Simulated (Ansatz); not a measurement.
# BSiH2 (doublet): one geometry, many settings

Aim: run BSiH2 (doublet) at one geometry under a spread of methods and options, and see what each costs and gives.

The runs use Ansatz 0.2.0, Gaussian basis; the settings change from run to run.

23 further runs of the same task are left out: 12 that didn't finish, 11 set aside as unsound or not needed.

## (1) The system

The geometry is a PBE0/def2-TZVP stationary point (not a proven minimum) of the parent state, kept for this charge and spin.

4 atoms, charge 0, spin multiplicity 2.

Atoms are counted from 1 here; the program's logs count them from 0.

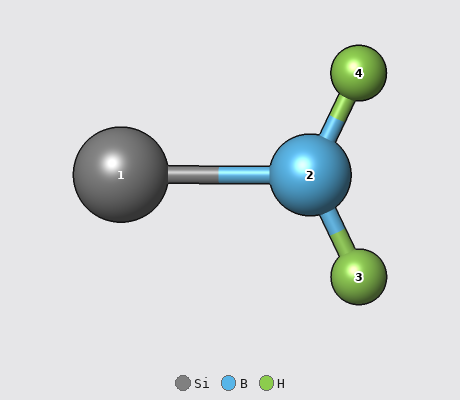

The structure; silicon grey, boron blue, hydrogen green; atoms are numbered from 1 in the order of the file.

## (2) CASCI(9,6)/6-31G

in.yaml

```yaml
crystal:
  periodic: [false, false, false]
  atoms:
    - {symbol: Si, position_ang: [0.000000, 0.000000, 0.649966]}
    - {symbol: B, position_ang: [0.000000, 0.000000, -1.342837]}
    - {symbol: H, position_ang: [0.000000, -1.075954, -1.853888]}
    - {symbol: H, position_ang: [0.000000, 1.075954, -1.853888]}
basis:
  gaussian: {orbitals: 6-31G}
magnetization: {spin_polarized: false, initial_magnetization: 1}
correlation: {active_space: {window: {electrons: 9, orbitals: 6}, fixed_orbitals: true}}
output: {forces: true}
```

Command:

```sh
$ ansatz run in.yaml --threads 1 --pin off --events-out ev --progress --plain --max-ram 2393MiB
```

Output:

```text
Functional definition: HF
  name "HF"
  cite "Fock, Z. Phys. 61, 126 (1930) doi:10.1007/BF01340294"
  parent pbe
  exchange = exact_x
  correlation = 0
330 factors; integrals over basis functions are off by at most 2.5e-4 eV
mean field evaluation 1: about -8560.8082 eV, gradient 1.1e1 eV
mean field evaluation 2: about -8560.8069 eV, gradient 1.1e1 eV
mean field evaluation 4: about -8561.6632 eV, gradient 1.3e0 eV
mean field evaluation 8: about -8561.7015 eV, gradient 2.3e-3 eV
mean field evaluation 16: about -8560.7951 eV, gradient 2.2e-6 eV
mean field evaluation 32: about -8561.5740 eV, gradient 1.5e0 eV
mean field -8561.70150932 eV, -314.6367271377 hartree, gradient 4.7e-6 eV, S^2 0.750000; 10 other end points of the search recorded, 0 dependent functions left out
reference -8561.70150932 eV, -314.6367271377 hartree; 11, 10 occupied and 15, 16 virtual orbitals, 330 factors
state -8561.89427748 eV, -314.6438112371 hartree
the calculation of the forces begins
Total energy: -8561.89427748 eV, -314.6438112371 hartree
Atom 0 at     0.000000     0.000000     0.649966 Å, force    -0.000000    -0.000000     0.285607 eV/Å
Atom 1 at     0.000000     0.000000    -1.342837 Å, force     0.000000     0.000000     0.686696 eV/Å
Atom 2 at     0.000000    -1.075954    -1.853888 Å, force    -0.000000     0.286379    -0.486152 eV/Å
Atom 3 at     0.000000     1.075954    -1.853888 Å, force    -0.000000    -0.286379    -0.486152 eV/Å
Dipole moment:    -0.000000     0.000000    -0.117375 e Å
```

Run time: 0.48 s. Hardware: 1 thread of Intel Xeon Platinum 8375C at 2.90GHz, shared host.

From the report: 17 determinants; active occupations 2.00, 2.00, 2.00, 1.97, 1.00, 0.03.

## (3) CISD/def2-SVPD

in.yaml, as its differences from that of step 2:

```diff
@@ -8,5 +8,4 @@
 basis:
-  gaussian: {orbitals: 6-31G}
+  gaussian: {orbitals: def2-SVPD}
 magnetization: {spin_polarized: false, initial_magnetization: 1}
-correlation: {active_space: {window: {electrons: 9, orbitals: 6}, fixed_orbitals: true}}
-output: {forces: true}
+correlation: {active_space: {ras: {orbitals: [4, 1, 49], electrons: 9, max_holes: 2, max_particles: 2}, fixed_orbitals: true}}
```

Launched as before.

Output:

```text
Functional definition: HF
  name "HF"
  cite "Fock, Z. Phys. 61, 126 (1930) doi:10.1007/BF01340294"
  parent pbe
  exchange = exact_x
  correlation = 0
589 factors; integrals over basis functions are off by at most 1.0e-3 eV
mean field evaluation 1: about -8558.3330 eV, gradient 1.5e1 eV
mean field evaluation 2: about -8558.3369 eV, gradient 1.5e1 eV
mean field evaluation 4: about -8559.6916 eV, gradient 1.7e0 eV
mean field evaluation 8: about -8559.7425 eV, gradient 2.8e-1 eV
mean field evaluation 16: about -8558.7906 eV, gradient 2.4e-1 eV
mean field evaluation 32: about -8559.2263 eV, gradient 2.4e0 eV
mean field evaluation 64: about -8558.1047 eV, gradient 2.8e-2 eV
mean field -8559.74429938 eV, -314.5648009992 hartree, gradient 2.4e-6 eV, S^2 0.750000; 10 other end points of the search recorded, 0 dependent functions left out
reference -8559.74429938 eV, -314.5648009992 hartree; 11, 10 occupied and 49, 50 virtual orbitals, 589 factors
state -8564.54595340 eV, -314.7412585297 hartree
Total energy: -8564.54595340 eV, -314.7412585297 hartree
```

Run time: 7 s. Hardware: 1 thread of Intel Xeon Platinum 8375C at 2.90GHz, shared host.

From the report: 28,226 determinants.

## (4) CCSD(T) on UHF/6-31G

in.yaml

```yaml
crystal:
  periodic: [false, false, false]
  atoms:
    - {symbol: Si, position_ang: [0.000000, 0.000000, 0.649966]}
    - {symbol: B, position_ang: [0.000000, 0.000000, -1.342837]}
    - {symbol: H, position_ang: [0.000000, -1.075954, -1.853888]}
    - {symbol: H, position_ang: [0.000000, 1.075954, -1.853888]}
basis:
  gaussian: {orbitals: 6-31G}
magnetization: {spin_polarized: true, initial_magnetization: 1}
correlation: {method: ccsd_t, electrons: all, diis_vectors: 1}
scf: {lower_state_search: off}
```

Same command.

Output, cut to the lines that bear on the results:

```text
Functional definition: HF
  name "HF"
  cite "Fock, Z. Phys. 61, 126 (1930) doi:10.1007/BF01340294"
  parent pbe
[...]
330 factors; integrals over basis functions are off by at most 2.5e-4 eV
[...]
mean field -8561.71987862 eV, -314.6374021970 hartree, gradient 1.4e-6 eV, S^2 0.752764; 0 other end points of the search recorded, 0 dependent functions left out
reference -8561.71987862 eV, -314.6374021970 hartree; 11, 10 occupied and 15, 16 virtual orbitals, 330 factors
second order -2.36464694 eV of doubles, -0.00000000 eV of singles
cycle   1  -2.81896469 eV  change   -4.5e-1 eV  update   7.1e-2
[...]
cycle  12  -3.08339549 eV  change   -3.0e-6 eV  update   1.9e-5
perturbative correction -0.07134345 eV, -0.0026218233 hartree
Total energy: -8564.87461755 eV, -314.7533367145 hartree
Checks for a lower state left out: stability, starts, cluster_reference, orbital_swaps, neighbouring_geometries, increment
```

Wall time 0.7 s (1 thread of Intel Xeon Platinum 8375C at 2.90GHz, shared host).

From the report: ⟨S²⟩ of the determinant 0.753 (pure doublet: 0.75); correlation -3.1547 eV; T1 0.018; largest double amplitude 0.07.

## (5) BCCD on UHF/STO-3G

in.yaml, as its differences from that of step 4:

```diff
@@ -8,5 +8,4 @@
 basis:
-  gaussian: {orbitals: 6-31G}
+  gaussian: {orbitals: STO-3G}
 magnetization: {spin_polarized: true, initial_magnetization: 1}
-correlation: {method: ccsd_t, electrons: all, diis_vectors: 1}
-scf: {lower_state_search: off}
+correlation: {method: bccd, electrons: outside_noble_gas}
```

Launched as before.

Output, cut to the lines that bear on the results:

```text
Functional definition: HF
  name "HF"
  cite "Fock, Z. Phys. 61, 126 (1930) doi:10.1007/BF01340294"
  parent pbe
[...]
182 factors; integrals over basis functions are off by at most 7.7e-5 eV
[...]
mean field -8462.93392297 eV, -311.0070852865 hartree, gradient 1.4e-6 eV, S^2 0.751515; 17 other end points of the search recorded, 0 dependent functions left out
determinant -8462.93392297 eV, -311.0070852865 hartree, with singles and doubles -8465.22450132 eV, -311.0912624882 hartree
determinant -8462.06154420 eV, -310.9750259579 hartree, with singles and doubles -8464.01259160 eV, -311.0467256274 hartree
determinant -8460.78751045 eV, -310.9282060815 hartree, with singles and doubles -8463.49784564 eV, -311.0278090626 hartree
determinant -8460.77788149 eV, -310.9278522234 hartree, with singles and doubles -8463.48864117 eV, -311.0274708043 hartree
determinant -8460.69588517 eV, -310.9248389144 hartree, with singles and doubles -8462.99211304 eV, -311.0092237323 hartree
determinant -8460.67824672 eV, -310.9241907131 hartree, with singles and doubles -8463.14295748 eV, -311.0147671632 hartree
determinant -8460.44688619 eV, -310.9156883704 hartree, with singles and doubles -8463.03157688 eV, -311.0106740016 hartree
determinant -8460.40843242 eV, -310.9142752208 hartree, with singles and doubles -8463.50674250 eV, -311.0281360160 hartree
6 core orbitals not correlated: weight in the atoms' cores, before any rotation towards them, 1.000 or more for the frozen orbitals, at most 0.000 for the correlated occupied ones
reference -8462.93392297 eV, -311.0070852865 hartree; 5, 4 occupied and 5, 6 virtual orbitals, 182 factors
second order -1.54723567 eV of doubles, -0.00000000 eV of singles
cycle   1  -2.29136176 eV  change   -7.8e-4 eV  update   1.5e-2
[...]
cycle   8  -2.28254625 eV  change   -1.0e-5 eV  update   9.5e-6
Total energy: -8465.21646922 eV, -311.0909673139 hartree
```

It took 0.73 s on 1 thread of Intel Xeon Platinum 8375C at 2.90GHz, shared host.

From the report: ⟨S²⟩ of the determinant 0.752 (pure doublet: 0.75); correlation -2.2825 eV; largest double amplitude 0.08.

## (6) NEVPT4(SD)(7,6)/6-31G

in.yaml, as its differences from that of step 5:

```diff
@@ -8,4 +8,4 @@
 basis:
-  gaussian: {orbitals: STO-3G}
-magnetization: {spin_polarized: true, initial_magnetization: 1}
-correlation: {method: bccd, electrons: outside_noble_gas}
+  gaussian: {orbitals: 6-31G}
+magnetization: {spin_polarized: false, initial_magnetization: 1}
+correlation: {method: fic_nevpt4_sd, electrons: outside_noble_gas, active_space: {window: {electrons: 7, orbitals: 6}}}
```

The command is unchanged.

Output, cut to the lines that bear on the results:

```text
Functional definition: HF
  name "HF"
  cite "Fock, Z. Phys. 61, 126 (1930) doi:10.1007/BF01340294"
  parent pbe
[...]
330 factors; integrals over basis functions are off by at most 2.5e-4 eV
[...]
mean field -8561.70150932 eV, -314.6367271377 hartree, gradient 4.7e-6 eV, S^2 0.750000; 10 other end points of the search recorded, 0 dependent functions left out
reference -8561.70150932 eV, -314.6367271377 hartree; 11, 10 occupied and 15, 16 virtual orbitals, 330 factors
state -8562.40344739 eV, -314.6625228860 hartree
state -8562.40344739 eV, -314.6625228860 hartree; corrected -8564.61343888 eV, -314.7437385755 hartree
state -8562.38781387 eV, -314.6619483650 hartree
state -8562.38781387 eV, -314.6619483650 hartree; corrected -8564.61749519 eV, -314.7438876419 hartree
state -8562.38781387 eV, -314.6619483650 hartree; corrected -8564.61749519 eV, -314.7438876419 hartree
WARN: the results are in doubt because another end's mean lies 0.016 eV lower, and its corrected mean 0.004 eV higher
Total energy: -8564.61749519 eV, -314.7438876419 hartree
In doubt: another end's mean lies 0.016 eV lower, and its corrected mean 0.004 eV higher
```

Wall time 2.7 s (1 thread of Intel Xeon Platinum 8375C at 2.90GHz, shared host).

From the report: 76 determinants; active occupations 2.00, 1.98, 1.95, 1.00, 0.04, 0.02. Mind the lines of doubt at the end of the log.

## (7) CISDT/6-31G

in.yaml, as its differences from that of step 6:

```diff
@@ -10,2 +10,3 @@
 magnetization: {spin_polarized: false, initial_magnetization: 1}
-correlation: {method: fic_nevpt4_sd, electrons: outside_noble_gas, active_space: {window: {electrons: 7, orbitals: 6}}}
+correlation: {active_space: {ras: {orbitals: [4, 1, 15], electrons: 9, max_holes: 3, max_particles: 3}, fixed_orbitals: true}}
+output: {forces: true}
```

The command is unchanged.

Output, cut to the lines that bear on the results:

```text
Functional definition: HF
  name "HF"
  cite "Fock, Z. Phys. 61, 126 (1930) doi:10.1007/BF01340294"
  parent pbe
[...]
330 factors; integrals over basis functions are off by at most 2.5e-4 eV
[...]
mean field -8561.70150932 eV, -314.6367271377 hartree, gradient 4.7e-6 eV, S^2 0.750000; 10 other end points of the search recorded, 0 dependent functions left out
reference -8561.70150932 eV, -314.6367271377 hartree; 11, 10 occupied and 15, 16 virtual orbitals, 330 factors
state -8564.59560732 eV, -314.7430832777 hartree
[...]
Total energy: -8564.59560732 eV, -314.7430832777 hartree
Atom 0 at     0.000000     0.000000     0.649966 Å, force     0.000000    -0.000000     0.184915 eV/Å
Atom 1 at     0.000000     0.000000    -1.342837 Å, force     0.000000    -0.000000     1.038081 eV/Å
Atom 2 at     0.000000    -1.075954    -1.853888 Å, force    -0.000000    -0.101994    -0.611498 eV/Å
Atom 3 at     0.000000     1.075954    -1.853888 Å, force    -0.000000     0.101994    -0.611498 eV/Å
Dipole moment:     0.000000     0.000000    -0.005499 e Å
```

Wall time 3.5 s (1 thread of Intel Xeon Platinum 8375C at 2.90GHz, shared host).

From the report: 51,690 determinants.

## (8) MRCISD+Q(relaxed)(1,3)/6-31G

in.yaml, as its differences from that of step 7:

```diff
@@ -10,3 +10,3 @@
 magnetization: {spin_polarized: false, initial_magnetization: 1}
-correlation: {active_space: {ras: {orbitals: [4, 1, 15], electrons: 9, max_holes: 3, max_particles: 3}, fixed_orbitals: true}}
-output: {forces: true}
+correlation: {method: fic_mrcisd_q_relaxed, electrons: all, active_space: {window: {electrons: 1, orbitals: 3}}}
+scf: {lower_state_search: full}
```

The command is unchanged.

Output, cut to the lines that bear on the results:

```text
Functional definition: HF
  name "HF"
  cite "Fock, Z. Phys. 61, 126 (1930) doi:10.1007/BF01340294"
  parent pbe
[...]
330 factors; integrals over basis functions are off by at most 2.5e-4 eV
[...]
mean field -8561.70150932 eV, -314.6367271377 hartree, gradient 4.7e-6 eV, S^2 0.750000; 15 other end points of the search recorded, 0 dependent functions left out
reference -8561.70150932 eV, -314.6367271377 hartree; 11, 10 occupied and 15, 16 virtual orbitals, 330 factors
state -8561.70150932 eV, -314.6367271377 hartree
contracted CI cycle   1: correlation 0.00000000 eV, 0.0000000000 hartree, residual 1.26e1 eV
contracted CI cycle   2: correlation -2.76253237 eV, -0.1015211922 hartree, residual 2.42e0 eV
contracted CI cycle   3: correlation -2.89999741 eV, -0.1065729390 hartree, residual 8.01e-1 eV
contracted CI cycle   4: correlation -2.92011158 eV, -0.1073121213 hartree, residual 2.99e-1 eV
contracted CI cycle   5: correlation -2.92231469 eV, -0.1073930841 hartree, residual 1.12e-1 eV
contracted CI cycle   6: correlation -2.92260471 eV, -0.1074037420 hartree, residual 4.17e-2 eV
contracted CI cycle   7: correlation -2.92265624 eV, -0.1074056359 hartree, residual 1.88e-2 eV
contracted CI cycle   8: correlation -2.92266464 eV, -0.1074059445 hartree, residual 5.95e-3 eV
contracted CI cycle   9: correlation -2.92266541 eV, -0.1074059729 hartree, residual 1.84e-3 eV
state -8561.70150932 eV, -314.6367271377 hartree; corrected -8564.85988534 eV, -314.7527953156 hartree
WARN: 2 active orbitals are nearly empty or full. The corrections depend on them more than the energy does, and are more stable in an active space without them
Total energy: -8564.85988534 eV, -314.7527953156 hartree
```

Run time: 1.1 s. Hardware: 1 thread of Intel Xeon Platinum 8375C at 2.90GHz, shared host.

From the report: 2 determinants; active occupations 1.00, 0.00, 0.00. The report marks this result as in doubt.

## (9) NEVPT2(1,4)/6-31G

in.yaml, as its differences from that of step 8:

```diff
@@ -10,3 +10,2 @@
 magnetization: {spin_polarized: false, initial_magnetization: 1}
-correlation: {method: fic_mrcisd_q_relaxed, electrons: all, active_space: {window: {electrons: 1, orbitals: 3}}}
-scf: {lower_state_search: full}
+correlation: {method: sc_nevpt2, electrons: valence, active_space: {window: {electrons: 1, orbitals: 4}, states: [{multiplicity: 2, weights: [1, 1, 1, 1]}]}}
```

Same command.

Output, cut to the lines that bear on the results:

```text
Functional definition: HF
  name "HF"
  cite "Fock, Z. Phys. 61, 126 (1930) doi:10.1007/BF01340294"
  parent pbe
[...]
565 factors; integrals over basis functions are off by at most 1.9e-7 eV
[...]
mean field -8561.70154566 eV, -314.6367284733 hartree, gradient 6.8e-6 eV, S^2 0.750000; 10 other end points of the search recorded, 0 dependent functions left out
reference -8561.70154566 eV, -314.6367284733 hartree; 11, 10 occupied and 15, 16 virtual orbitals, 565 factors
state -8561.66287067 eV, -314.6353071937 hartree
state -8560.63275803 eV, -314.5974512524 hartree
state -8557.08221087 eV, -314.4669710509 hartree
state -8554.71818091 eV, -314.3800945523 hartree
state -8561.66287067 eV, -314.6353071937 hartree; corrected -8564.00885518 eV, -314.7215205342 hartree
state -8560.63275803 eV, -314.5974512524 hartree; corrected -8562.81804359 eV, -314.6777590154 hartree
state -8557.08221087 eV, -314.4669710509 hartree; corrected -8560.06868011 eV, -314.5767217711 hartree
state -8554.71818091 eV, -314.3800945523 hartree; corrected -8556.99715182 eV, -314.4638451886 hartree
Total energy: -8560.97318268 eV, -314.6099616273 hartree
```

Run time: 0.73 s. Hardware: 1 thread of Intel Xeon Platinum 8375C at 2.90GHz, shared host.

From the report: 2 determinants; active occupations (of the averaged states) 0.25, 0.25, 0.25, 0.25.

## (10) NEVPT2(3,2)/6-31G

in.yaml, as its differences from that of step 9:

```diff
@@ -10,2 +10,2 @@
 magnetization: {spin_polarized: false, initial_magnetization: 1}
-correlation: {method: sc_nevpt2, electrons: valence, active_space: {window: {electrons: 1, orbitals: 4}, states: [{multiplicity: 2, weights: [1, 1, 1, 1]}]}}
+correlation: {method: sc_nevpt2, electrons: outside_noble_gas, active_space: {window: {electrons: 3, orbitals: 2}}}
```

The command is unchanged.

Output, cut to the lines that bear on the results:

```text
Functional definition: HF
  name "HF"
  cite "Fock, Z. Phys. 61, 126 (1930) doi:10.1007/BF01340294"
  parent pbe
[...]
330 factors; integrals over basis functions are off by at most 2.5e-4 eV
[...]
mean field -8561.70150932 eV, -314.6367271377 hartree, gradient 4.7e-6 eV, S^2 0.750000; 10 other end points of the search recorded, 0 dependent functions left out
reference -8561.70150932 eV, -314.6367271377 hartree; 11, 10 occupied and 15, 16 virtual orbitals, 330 factors
state -8561.70150932 eV, -314.6367271377 hartree
state -8561.70150932 eV, -314.6367271377 hartree; corrected -8563.88439071 eV, -314.7169465491 hartree
WARN: 1 active orbitals are nearly empty or full. The corrections depend on them more than the energy does, and are more stable in an active space without them
Total energy: -8563.88439071 eV, -314.7169465491 hartree
```

Wall time 0.64 s (1 thread of Intel Xeon Platinum 8375C at 2.90GHz, shared host).

From the report: 1 determinant; active occupations 2.00, 1.00. The report marks this result as in doubt.

## (11) The runs in one table

Where basis and cores are those of an earlier RCCSDTQ/6-31G run (-8564.7661 eV), and the state is the same kind, the miss against it is given. † marks a result that the program doubts.

```csv
level,correlated,functions,energy (eV),from RCCSDTQ (meV),time
"CASCI(9,6)/6-31G",,26,-8561.8943,2871.8,0.48 s
CISD/def2-SVPD,valence,60,-8564.5460,,7 s
CCSD(T) on UHF/6-31G,all,26,-8564.8746,,0.7 s
BCCD on UHF/STO-3G,outside noble gas,16,-8465.2165,,0.73 s
"NEVPT4(SD)(7,6)/6-31G †",outside noble gas,26,-8564.6175,148.6,2.7 s
CISDT/6-31G,outside noble gas,26,-8564.5956,170.5,3.5 s
"MRCISD+Q(relaxed)(1,3)/6-31G †",all,26,-8564.8599,,1.1 s
"NEVPT2(1,4)/6-31G (mean of several states)",valence,26,-8560.9732,,0.73 s
"NEVPT2(3,2)/6-31G †",outside noble gas,26,-8563.8844,881.7,0.64 s
```

## (12) Results

```
quantity                     value
    runs                         9
quickest  CASCI(9,6)/6-31G, 0.48 s
 slowest       CISD/def2-SVPD, 7 s
```

Total energies in different bases, with other cores or another treatment of relativity can't be set against each other. CISD/def2-SVPD took 15 times as long as CASCI(9,6)/6-31G; the jobs differ in more than the method. Among the correlated runs with a miss given, it spans +149 to +882 meV. Hartree-Fock, CASSCF and CASCI lack dynamic correlation by design.
